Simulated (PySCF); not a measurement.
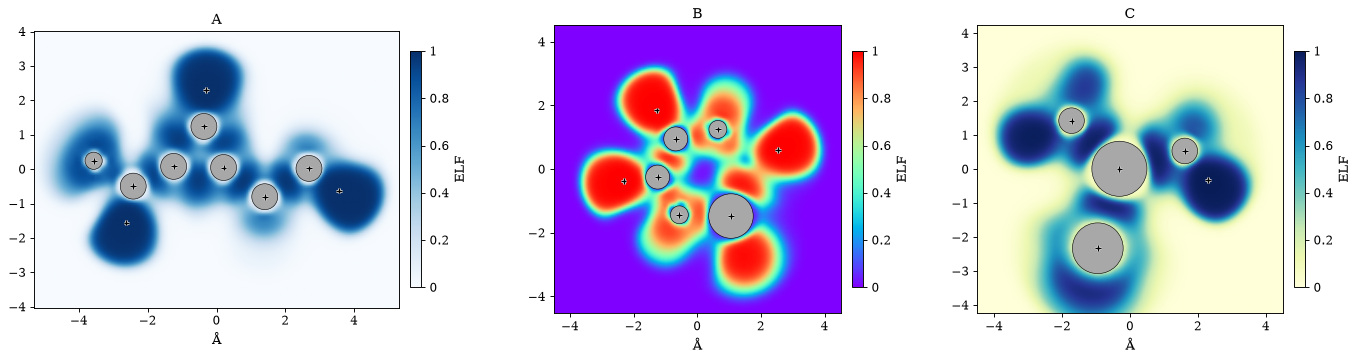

The ELF of 3 systems, each on a plane through atoms (crosses mark nuclei in the plane; grey discs cover the cores).

These are results of CAM-B3LYP/def2-SVPD, SCF density, gas phase in PySCF 2.14.0, not measurements.

System 1: C6H6F2 (SMILES F/C=C1C=C\1CCF), the plane of atoms F1, C2 and H9. Geometry: GFN2-xTB.

| atom | x (Å) | y (Å) | z (Å) |
| --- | --- | --- | --- |
| F | 3.9145 | -0.6497 | 0.3547 |
| C | 2.7830 | -0.4898 | -0.3947 |
| C | 1.6251 | -0.2568 | 0.1648 |
| C | 0.7570 | -0.0388 | 1.3131 |
| C | 0.1972 | -0.0025 | 0.1153 |
| C | -0.9795 | 0.1585 | -0.7455 |
| C | -2.2492 | 0.4201 | 0.0605 |
| F | -2.5909 | -0.6954 | 0.7822 |
| H | 2.9816 | -0.5790 | -1.4498 |
| H | 0.6863 | 0.0216 | 2.3707 |
| H | -1.1086 | -0.7502 | -1.3420 |
| H | -0.8130 | 0.9886 | -1.4374 |
| H | -2.1073 | 1.2314 | 0.7817 |
| H | -3.0970 | 0.6416 | -0.5959 |

System 2: C2H8AlAs (SMILES [CH3][Al]([CH3])[AsH2]), the plane of atoms C1, Al2 and As4. Geometry: GFN2-xTB.

```yaml
atoms:
  - { symbol: C, position_ang: [-0.3320, 1.8780, 0.0349] }
  - { symbol: Al, position_ang: [0.1370, -0.0456, 0.2942] }
  - { symbol: C, position_ang: [-1.2578, -1.4464, 0.0128] }
  - { symbol: As, position_ang: [2.4123, -0.6731, 0.8487] }
  - { symbol: H, position_ang: [-1.3222, 2.1251, 0.4337] }
  - { symbol: H, position_ang: [-0.3485, 2.1791, -1.0199] }
  - { symbol: H, position_ang: [0.3845, 2.5461, 0.5320] }
  - { symbol: H, position_ang: [-2.1719, -1.2554, 0.5862] }
  - { symbol: H, position_ang: [-0.9101, -2.4479, 0.3002] }
  - { symbol: H, position_ang: [-1.5728, -1.5182, -1.0355] }
  - { symbol: H, position_ang: [2.2166, -1.6921, -0.2567] }
  - { symbol: H, position_ang: [2.7660, 0.3498, -0.2123] }
```

System 3: C3H6O2Si (SMILES C1=CO[SiH2]CO1), the plane of atoms C1, C2 and H8. Geometry: GFN2-xTB.

```yaml
atoms:
  - { symbol: C, position_ang: [1.3458, -0.7605, 0.0822] }
  - { symbol: C, position_ang: [1.4935, 0.5321, -0.1838] }
  - { symbol: O, position_ang: [0.4706, 1.4387, -0.2329] }
  - { symbol: Si, position_ang: [-1.0459, 1.0223, 0.1970] }
  - { symbol: C, position_ang: [-1.0294, -0.8658, -0.1104] }
  - { symbol: O, position_ang: [0.1980, -1.4351, 0.3477] }
  - { symbol: H, position_ang: [2.2054, -1.4108, 0.1412] }
  - { symbol: H, position_ang: [2.4596, 0.9645, -0.3856] }
  - { symbol: H, position_ang: [-1.2658, 1.2698, 1.6197] }
  - { symbol: H, position_ang: [-1.8900, 1.7482, -0.7365] }
  - { symbol: H, position_ang: [-1.8060, -1.4190, 0.4162] }
  - { symbol: H, position_ang: [-1.1348, -1.0851, -1.1808] }
```

Q: Match each panel to its system.

A: Panel A is system 1, C6H6F2: the plane holds F, C and H. C–C (1.31 Å): the ELF peaks at about 0.90 between the atoms: a multiple bond. Panel B is system 3, C3H6O2Si: the plane holds C, O, Si and H. C–C (1.33 Å): the ELF peaks at about 0.95 between the atoms: a short, multiple covalent bond. Panel C is system 2, C2H8AlAs: the plane holds C, Al, As and H. C–Al (2.00 Å): the ELF peaks at about 0.95 between the atoms, as expected for a shared but strongly polarised pair.
